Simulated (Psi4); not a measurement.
# SnHClOF2 (SMILES [OH][Sn]([F])([F])[Cl]): wB97M-V/def2-SV(P) (core potential, sweep point 1)

What is the vertical ionisation energy of SnHClOF2 at wB97M-V/def2-SV(P) (core potential, sweep point 1)? 

The results are computed with Psi4 1.11.

## 1. Starting point

The species is SnHClOF2 (6 atoms), meant as a singlet with charge 0. As SMILES, `[OH][Sn]([F])([F])[Cl]`. The coordinates come from a PBE0-D4/def2-TZVP relaxation. This is one conformer, not always the lowest.

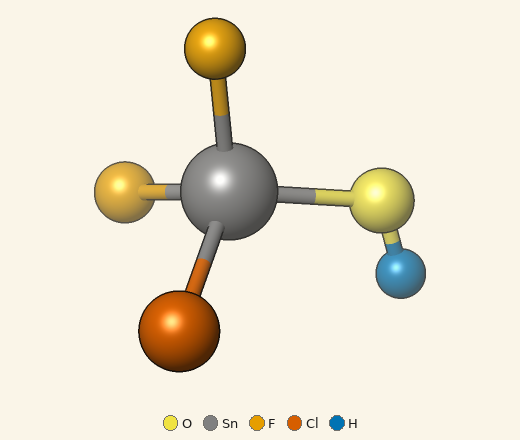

Viewed from a chosen angle; oxygen yellow, tin grey, fluorine amber, chlorine orange, hydrogen blue.

## 2. The energy at wB97M-V/def2-SV(P) (core potential, sweep point 1)

calc.py

```python
import psi4

psi4.set_memory(1600000000)
psi4.set_num_threads(1)
psi4.set_output_file('clf2hosn.out', False)

m = psi4.geometry("""
O     -0.464000     0.283900     1.476300
Sn     0.252400    -0.175700    -0.247500
F      1.982500    -0.856500     0.056700
F     -0.743300    -1.587100    -1.019700
Cl     0.329400     1.540600    -1.744400
H     -1.315000     0.730600     1.432500
symmetry c1
""")

psi4.set_options(dict(basis='def2-SV(P)', puream=True, scf_type='pk', dft_radial_points=99, dft_spherical_points=590))

e_tot = psi4.energy('WB97M-V')
print(f'total energy {e_tot:.8f} hartree = {e_tot * 27.211386:.5f} eV')
for k, v in sorted(psi4.core.scalar_variables().items()):
    print(f'{k:45s} {v:18.10f}')
```

Started as:

```console
$ python calc.py
```

clf2hosn.out:

```text
[...]
    !!!  WARNING: ECP capability is in beta. Please check occupations closely.  !!!
[...]
  Running in c1 symmetry.
[...]
  Nuclear repulsion =  367.174479905221006
[...]
  Multiplicity = 1
[...]
  Nalpha       = 33
  Nbeta        = 33
[...]
    Number of basis functions: 88
[...]
   @RKS iter   1:  -949.32385334933394   -2.00124e+00   9.47136e-03 ADIIS/DIIS
[...]
   @RKS iter   9:  -949.59516454162599   -4.66598e-08   7.35974e-07 DIIS
[...]
    Orbital Energies [Eh]
    ---------------------
    Doubly Occupied:
       1A   -101.871517     2A    -24.898465     3A    -24.896278
       4A    -19.378494     5A     -9.671970     6A     -7.382517
       7A     -7.375335     8A     -7.375215     9A     -5.343188
      10A     -3.676390    11A     -3.675185    12A     -3.673909
      13A     -1.308817    14A     -1.297019    15A     -1.250005
      16A     -1.233342    17A     -1.232895    18A     -1.218898
      19A     -1.187519    20A     -1.114785    21A     -0.960782
      22A     -0.681887    23A     -0.605810    24A     -0.558591
      25A     -0.551907    26A     -0.531689    27A     -0.517947
      28A     -0.511472    29A     -0.507405    30A     -0.475971
      31A     -0.461060    32A     -0.453474    33A     -0.448161
[...]
  @RKS Final Energy:  -949.59516454162599
   => Energetics <=
    Nuclear Repulsion Energy =            367.1744799052210055
    One-Electron Energy =               -2125.9886727239786524
    Two-Electron Energy =                 865.4097139618073697
    DFT Exchange-Correlation Energy =     -56.4551049341453535
    Empirical Dispersion Energy =           0.0000000000000000
    VV10 Nonlocal Energy =                  0.2644192494696180
    Total Energy =                       -949.5951645416259908
[...]
 Multipole Moments:
 ------------------------------------------------------------------------------------
     Multipole            Electronic (a.u.)      Nuclear  (a.u.)        Total (a.u.)
 ------------------------------------------------------------------------------------
 L = 1.  Multiply by 2.5417464519 to convert [e a0] to [Debye]
 Dipole X            :          0.2327531           -0.9717047           -0.7389516
 Dipole Y            :        -10.4692643           11.2576314            0.7883671
 Dipole Z            :          7.9189474           -7.8134362            0.1055112
 Magnitude           :                                                    1.0856817
[...]
```

On the terminal:

```text
total energy -949.59516454 hartree = -25839.80057 eV
CURRENT ENERGY                                   -949.5951645416
CURRENT REFERENCE ENERGY                         -949.5951645416
DD SOLVATION ENERGY                                 0.0000000000
DFT FUNCTIONAL TOTAL ENERGY                      -949.5951645416
DFT TOTAL ENERGY                                 -949.5951645416
DFT VV10 ENERGY                                     0.2644192495
DFT XC ENERGY                                     -56.4551049341
GRID ELECTRONS ALPHA                               33.0000029093
GRID ELECTRONS BETA                                33.0000029093
GRID ELECTRONS TOTAL                               66.0000058187
NUCLEAR REPULSION ENERGY                          367.1744799052
ONE-ELECTRON ENERGY                             -2125.9886727240
PCM POLARIZATION ENERGY                             0.0000000000
PE ENERGY                                           0.0000000000
SCF ITERATION ENERGY                             -949.5951645416
SCF ITERATIONS                                      9.0000000000
SCF TOTAL ENERGY                                 -949.5951645416
TWO-ELECTRON ENERGY                               865.4097139618
XC GRID RADIAL POINTS                              99.0000000000
XC GRID SPHERICAL POINTS                          590.0000000000
XC GRID TOTAL POINTS                           333175.0000000000
```

Wall time 52 s (1 thread of Intel Xeon 6975P-C (Granite Rapids), shared host); peak memory 0.88 GiB.

## 3. The doublet cation

job.py

```python
import psi4

psi4.set_memory(1600000000)
psi4.set_num_threads(1)
psi4.set_output_file('clf2hosn.out', False)

geom = psi4.geometry("""
1 2
O     -0.464000     0.283900     1.476300
Sn     0.252400    -0.175700    -0.247500
F      1.982500    -0.856500     0.056700
F     -0.743300    -1.587100    -1.019700
Cl     0.329400     1.540600    -1.744400
H     -1.315000     0.730600     1.432500
units angstrom
symmetry c1
""")

psi4.set_options({
    'basis': 'def2-SV(P)',
    'reference': 'uks',
    'puream': True,
    'scf_type': 'pk',
    'dft_radial_points': 99,
    'dft_spherical_points': 590,
    'maxiter': 100,
})

E = psi4.energy('wb97m-v')
print(f'total energy {E:.8f} hartree = {E * 27.211386:.5f} eV')
```

Started as:

```console
$ python job.py
```

clf2hosn.out:

```text
[...]
    !!!  WARNING: ECP capability is in beta. Please check occupations closely.  !!!
[...]
  Running in c1 symmetry.
[...]
  Nuclear repulsion =  367.174479905221006
[...]
  Multiplicity = 2
[...]
  Nalpha       = 33
  Nbeta        = 32
[...]
    Number of basis functions: 88
[...]
   @UKS iter   1:  -948.79525499089641   -1.47264e+00   9.72388e-03 DIIS/ADIIS
[...]
   @UKS iter  37:  -949.12317612769255   -4.89879e-07   9.26203e-07 DIIS
[...]
   @S^2 Observed:                7.526866244E-01
[...]
    Orbital Energies [Eh]
    ---------------------
    Alpha Occupied:
       1A   -102.250801     2A    -25.100691     3A    -25.095910
       4A    -19.584702     5A    -10.048835     6A     -7.770012
       7A     -7.753040     8A     -7.747100     9A     -5.568438
      10A     -3.904769    11A     -3.898691    12A     -3.897013
      13A     -1.517119    14A     -1.505044    15A     -1.476102
      16A     -1.458549    17A     -1.456726    18A     -1.434566
      19A     -1.397479    20A     -1.321872    21A     -1.309226
      22A     -0.910440    23A     -0.835665    24A     -0.831289
      25A     -0.795528    26A     -0.772279    27A     -0.746920
      28A     -0.722372    29A     -0.717693    30A     -0.710029
      31A     -0.702765    32A     -0.678729    33A     -0.657436
[...]
  @UKS Final Energy:  -949.12317612769255
   => Energetics <=
    Nuclear Repulsion Energy =            367.1744799052210055
    One-Electron Energy =               -2109.6568801335533863
    Two-Electron Energy =                 849.3353154088134715
    DFT Exchange-Correlation Energy =     -56.2378739491756789
    Empirical Dispersion Energy =           0.0000000000000000
    VV10 Nonlocal Energy =                  0.2617826410020321
    Total Energy =                       -949.1231761276925454
[...]
 Multipole Moments:
 ------------------------------------------------------------------------------------
     Multipole            Electronic (a.u.)      Nuclear  (a.u.)        Total (a.u.)
 ------------------------------------------------------------------------------------
 L = 1.  Multiply by 2.5417464519 to convert [e a0] to [Debye]
 Dipole X            :          0.2156496           -0.9717047           -0.7560552
 Dipole Y            :         -8.7357184           11.2576314            2.5219130
 Dipole Z            :          6.6753415           -7.8134362           -1.1380947
 Magnitude           :                                                    2.8682615
[...]
```

The script printed:

```text
total energy -949.12317613 hartree = -25826.95711 eV
```

Wall time 3.5 min (1 thread of Intel Xeon 6975P-C (Granite Rapids), shared host); peak memory 0.88 GiB.

## 4. What came out

Level: wB97M-V/def2-SV(P) (core potential, sweep point 1).

```
                                          quantity          value
                    singlet SnHClOF2: total energy  -949.59516 Eh
                   singlet SnHClOF2: dipole moment         2.76 D
                     singlet SnHClOF2: HOMO energy      -12.20 eV
                     singlet SnHClOF2: LUMO energy       -0.54 eV
                   singlet SnHClOF2: HOMO–LUMO gap       11.66 eV
                      doublet cation: total energy  -949.12318 Eh
doublet cation: HOMO energy (highest over α and β)      -17.61 eV
 doublet cation: LUMO energy (lowest over α and β)      -13.27 eV
                              doublet cation: ⟨S²⟩          0.753
vertical ionisation energy (to the doublet cation)      12.843 eV
```

**Reading.** The vertical ionisation energy comes to 12.84 eV (296 kcal/mol). The negative HOMO energy of the first species, 12.20 eV, lies 0.65 eV below that difference.
